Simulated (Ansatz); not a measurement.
# C₂H₇ClSi₂ (SMILES C=C[SiH2][SiH2]Cl): what the fields show

```xyz
12

C    -0.8840    1.7961    1.2522
C    -0.7235    1.0988    0.1430
Si    0.8003    0.2124   -0.2898
Si    0.5121   -2.0222   -0.6532
Cl   -0.9376   -2.2994   -2.1656
H    -1.8876    2.3523    1.3940
H    -0.1489    1.9852    2.0119
H    -1.4704    1.0183   -0.6024
H     1.4329    0.8575   -1.4426
H     1.8109    0.3812    0.8602
H    -0.1230   -2.7012    0.5821
H     1.6959   -2.7342   -1.0557
```

Theory: SCF PBE, Gaussian basis in Ansatz.

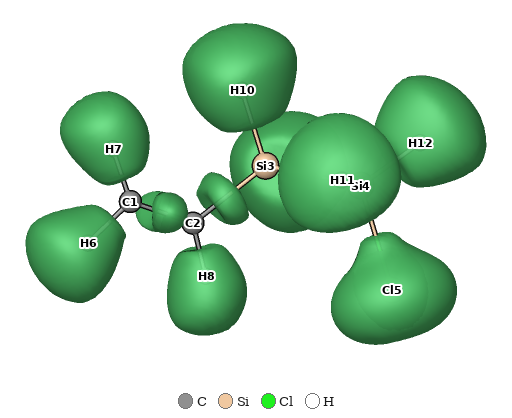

Figure 1. Isosurface of the electron localisation function at 0.8 (green), seen at a tilt. Only the valence region is drawn (cores and ρ < 0.01 e/Å³ removed).

**What do the ELF domains correspond to?**

At this value the surface marks out one region between bonded C–C atoms (shared pairs), one region between bonded C–Si atoms (shared pairs), one region between bonded Si–Si atoms (shared pairs), seven regions around hydrogen nuclei and one region on Cl in which the atom's valence shell and bonds are merged.


C–C (1.32 Å): the ELF peaks at about 0.90 between the atoms; a short, multiple covalent bond. C–Si (1.82 Å): the ELF peaks at about 0.95 between the atoms; a covalent bond.

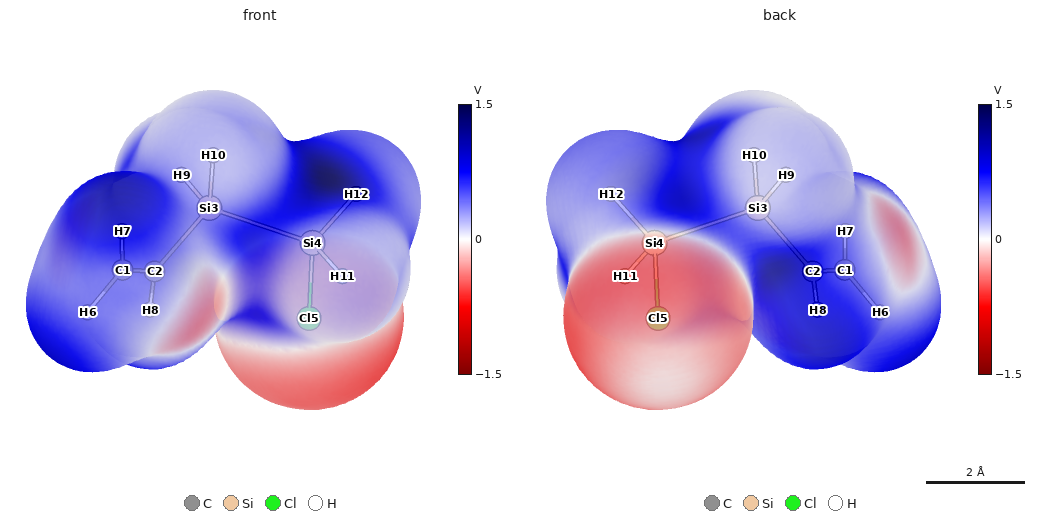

Figure 2. The electrostatic potential painted on the density surface at 0.002 e/bohr³, seen from the front and from behind; red is negative and blue positive.

**Describe the electrostatic potential map.**

The most negative region (about −0.5 V, or −12 kcal/mol for a unit charge) lies over Cl5, the most positive (about +1.4 V, or +32 kcal/mol for a unit charge) over Si4.

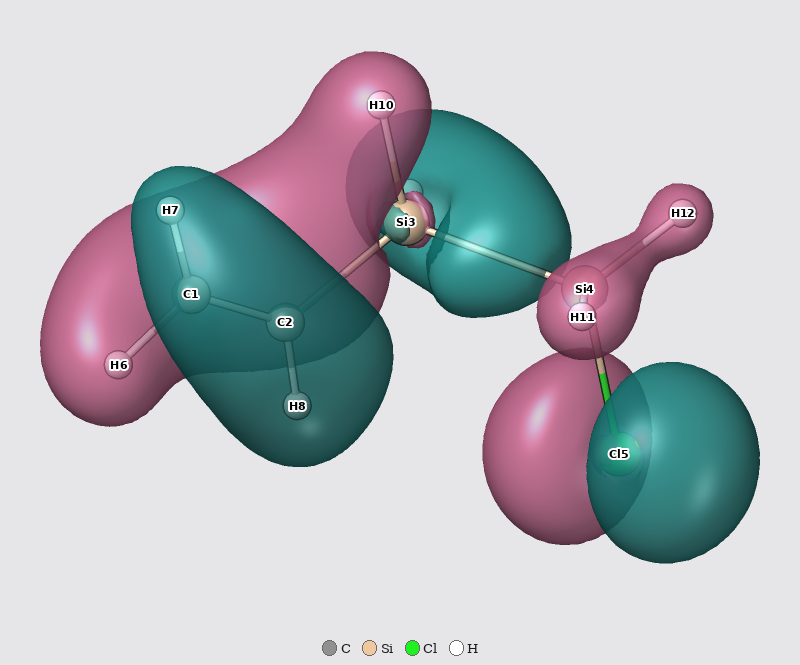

Figure 3. The HOMO−1 at ±0.06 Å⁻³ᐟ² (teal and pink are the two phases), seen across its widest extent.

**Where does this orbital lie, and at what energy?**

By Hirshfeld shares it lies mainly on C2 (about 25 %), C1 (about 25 %), Cl5 (about 20 %) and Si3 (about 10 %). Its energy is −7.37 eV.

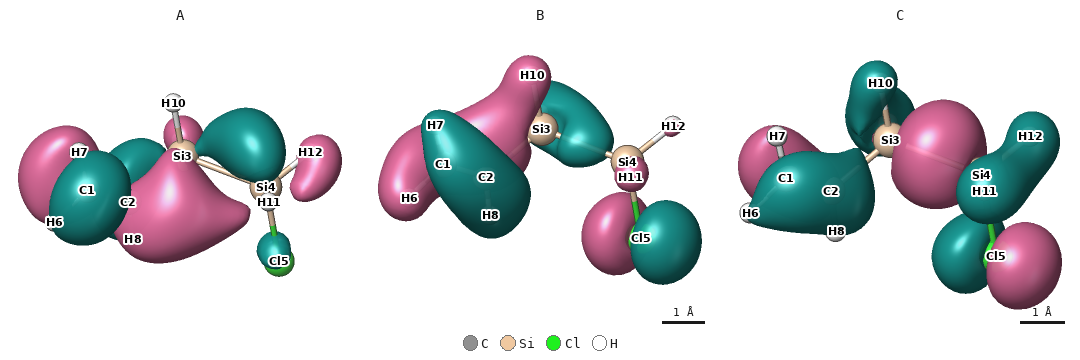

Figure 4. Three frontier orbitals at ±0.08 Å⁻³ᐟ² (teal and pink are the two phases), in no order.

**Order the three orbitals by energy and name them.**

B is the HOMO−1 (−7.37 eV). Its weight (Hirshfeld) is mainly on C2 (about 25 %), C1 (about 25 %), Cl5 (about 20 %) and Si3 (about 10 %). C is the HOMO (−6.77 eV). By Hirshfeld shares it lies mainly on Cl5 (about 20 %), Si4 (about 20 %), Si3 (about 15 %), C1 (about 15 %) and C2 (about 10 %). A is the LUMO (−1.86 eV). It lies mainly on C1 (about 30 %), C2 (about 25 %), Si3 (about 15 %) and Si4 (about 10 %).

**What is the HOMO–LUMO gap?**

4.91 eV between the orbital energies.
